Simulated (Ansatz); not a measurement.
Stretching the Si1–Br3 bond in BrHSi (SMILES [SiH]Br) (multiplicity 1 held, fragments rigid). Energies count from the point at 2.267 Å.
Geometry at that point (charge 0, multiplicity 1):
```tsv
atom	x (Å)	y (Å)	z (Å)
Si	-0.8967	-0.7610	1.0622
H	-1.8925	-1.2293	0.0078
Br	0.4128	0.3395	-0.4251
```

Restricted levels (R-, RO-) in cc, def2 and unpolarised 6-31G sets keep to the state of the molecule at rest. U- levels take the lowest unrestricted solution at each point, which mixes spins at long bonds. Active spaces are followed from a long bond inwards. Levels need not reach the same state.

Cores are frozen in the correlated methods. Filled d and f shells under p-block atoms count as core.

Run with Ansatz (an electronic-structure program) with Gaussian orbitals. 

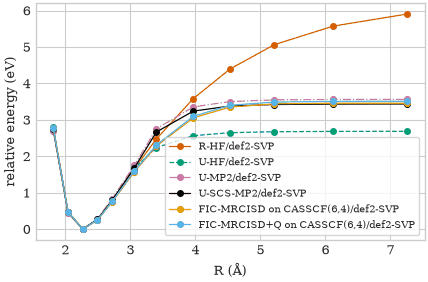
Figure. Relative energy along the coordinate

Task: Read off the U-HF/def2-SVP curve at R = 4.533.

Result: about 2.6 eV

Doubts at one or more of the structures used: a restricted determinant that unrestricted orbitals would lower (R-HF/def2-SVP); a spin-contaminated determinant (U-HF/def2-SVP, U-MP2/def2-SVP, U-SCS-MP2/def2-SVP); active orbitals that take no part (FIC-MRCISD on CASSCF(6,4)/def2-SVP, FIC-MRCISD+Q on CASSCF(6,4)/def2-SVP).
